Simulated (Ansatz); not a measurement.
**C₂Cl₃F₃: taking an electron away**

Aim: the vertical ionisation energy of C₂Cl₃F₃, as cation minus neutral at the neutral's geometry, on several levels, and how well −ε(HOMO) stands in for it.

Program: Ansatz 0.2.0, Gaussian basis. Level of theory: unrestricted cation, the program's frozen cores in correlated methods. These are calculated values, not measurements.

Plan: UKS PBE-D4/def2-TZVPP; UKS r2SCAN-D4/def2-TZVPP; UKS PBE0-D4/def2-TZVPP; UKS B3LYP-D4/def2-TZVPP; UKS wB97X-V/def2-TZVPP; UKS wB97M-V/def2-TZVPP; UKS B2PLYP/def2-TZVPP; UHF-CCSD(T)/def2-TZVPP; UHF-MP2/def2-QZVPP; extrapolation to the limit; then −ε(HOMO) from the neutral's earlier runs with LDA (SPW92), PBE-D4, revPBE-D4, BLYP-D4, r2SCAN-D4, B97M-V, PBE0-D4, B3LYP-D4, r2SCANh-D4, r2SCAN0-D4, HSE06-D4, BHLYP-D4, CAM-B3LYP-D4, LC-ωPBE, ωB97X-V, ωB97M-V.

**1. The relaxed structure**

The geometry comes from an earlier relaxation with PBE0-D4 in a triple-zeta def2 set; it is a stationary point, not always the lowest conformer.

8 atoms, charge 0, spin multiplicity 1.

Atoms are counted from 1 here; the program's logs count them from 0.

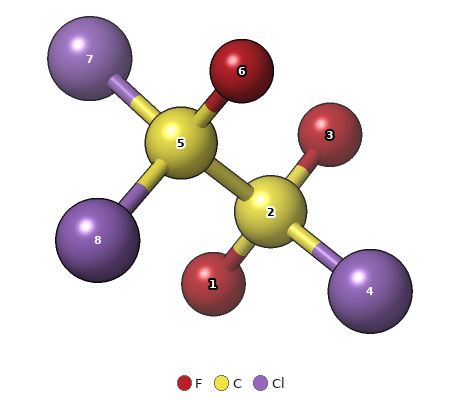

The structure; fluorine red, carbon yellow, chlorine purple; atoms are numbered from 1 in the order of the file.

Geometry (Å):

```mol
C2Cl3F3
  3D, bonds by distance, orders not assigned

  8  7  0  0  0  0  0  0  0  0999 V2000
   -1.1353   -0.9588    0.9250 F   0  0
   -0.3558    0.0929    0.7016 C   0  0
    0.5391    0.1703    1.6843 F   0  0
   -1.3222    1.5603    0.6903 Cl  0  0
    0.4032   -0.0899   -0.6484 C   0  0
    1.1766    0.9839   -0.8372 F   0  0
    1.4239   -1.5184   -0.5375 Cl  0  0
   -0.7295   -0.2403   -1.9780 Cl  0  0
  1  2  8  0
  2  3  8  0
  2  4  8  0
  2  5  8  0
  5  6  8  0
  5  7  8  0
  5  8  8  0
M  END
```

**2. Cation, UKS PBE-D4/def2-TZVPP**

in.yaml reads:

```yaml
crystal:
  periodic: [false, false, false]
  atoms:
    - {symbol: F, position_ang: [-1.135279, -0.958843, 0.924977]}
    - {symbol: C, position_ang: [-0.355804, 0.092903, 0.701641]}
    - {symbol: F, position_ang: [0.539089, 0.170336, 1.684277]}
    - {symbol: Cl, position_ang: [-1.322217, 1.560276, 0.690262]}
    - {symbol: C, position_ang: [0.403171, -0.089864, -0.648431]}
    - {symbol: F, position_ang: [1.176619, 0.983863, -0.837169]}
    - {symbol: Cl, position_ang: [1.423903, -1.518407, -0.537529]}
    - {symbol: Cl, position_ang: [-0.729472, -0.240265, -1.978027]}
basis:
  gaussian: {orbitals: def2-TZVPP}
total_charge: 1
magnetization: {spin_polarized: true, initial_magnetization: 1}
hamiltonian: {xc: pbe, dispersion: d4}
```

The run is started by

```sh
ansatz run in.yaml --threads 2 --pin off --events-out ev --progress --plain --max-ram 32768MiB --backend cuda --devices 0, --max-vram 18GiB
```

After this run come: Cation, UKS r2SCAN-D4/def2-TZVPP; Cation, UKS PBE0-D4/def2-TZVPP; Cation, UKS B3LYP-D4/def2-TZVPP; Cation, UKS wB97X-V/def2-TZVPP; Cation, UKS wB97M-V/def2-TZVPP; Cation, UKS B2PLYP (frozen core)/def2-TZVPP; Cation, UHF-CCSD(T)/def2-TZVPP; Cation, UHF-MP2/def2-QZVPP.

Q: Predict the results of all the runs planned. Wanted: ionisation energy, CCSD(T)/CBS; nearest functional by difference; nearest −ε(HOMO); −ε(HOMO) of PBE; T1 of the cation.

**Answer**, as computed:

| quantity | value |
| --- | --- |
| ionisation energy, CCSD(T)/CBS | 12.10 eV |
| nearest functional by difference | ωB97X-V (-0.18 eV) |
| nearest −ε(HOMO) | LC-ωPBE (+0.07 eV) |
| −ε(HOMO) of PBE | 7.82 eV |
| T1 of the cation | 0.044 |

By cation minus neutral, the functionals miss by 1.33 eV at most. The PBE orbital energy is 4.3 eV too small: a semilocal HOMO is no ionisation energy. Among orbital estimates LC-ωPBE comes nearest. Hartree-Fock falls 0.72 eV short, as the neutral has more correlation energy than the cation. The cation's T1 (from the report) is 0.044, near the customary mark of 0.045 for open shells, so the coupled-cluster value is less safe.
